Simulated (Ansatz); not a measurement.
TiO2: pressure series

The parent structure is TiO2 in the anatase structure (space group I4_1/amd, No. 141).

```xyz
6
Lattice="-1.8994 1.8994 4.8504 1.8994 -1.8994 4.8504 1.8994 1.8994 -4.8504" Properties=species:S:1:pos:R:3 pbc="T T T"
Ti     0.0000     0.0000     4.8504
Ti     1.8994     0.0000     2.4252
O      0.0000     0.0000     2.8476
O      1.8994     0.0000     0.4224
O      1.8994     0.0000     4.4280
O      0.0000     0.0000     6.8532
```

Cell and atoms are relaxed at each pressure.

Levels (all Ansatz, a program for electronic structure, PAW): PBE (420 eV, no spin-orbit coupling); PBEsol (420 eV, no spin-orbit coupling).

The base cell above is that of PBE; each level relaxes its own structures.

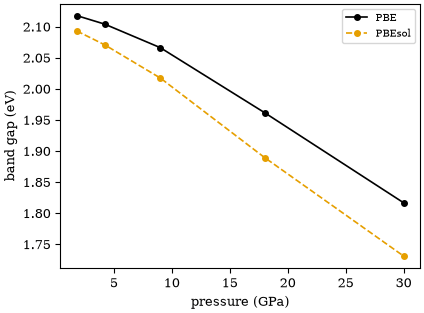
Band gap under two levels

Q: How do the two levels compare along the series?

A: PBE lies above PBEsol in every row, by 0.02 eV to 0.09 eV. They put the cases in the same order.

Load acts through the strain it causes; cell and atoms are relaxed under it. Whether these cells are dynamically stable was not tested. No other phases were tried under pressure. All final runs are without spin polarisation.
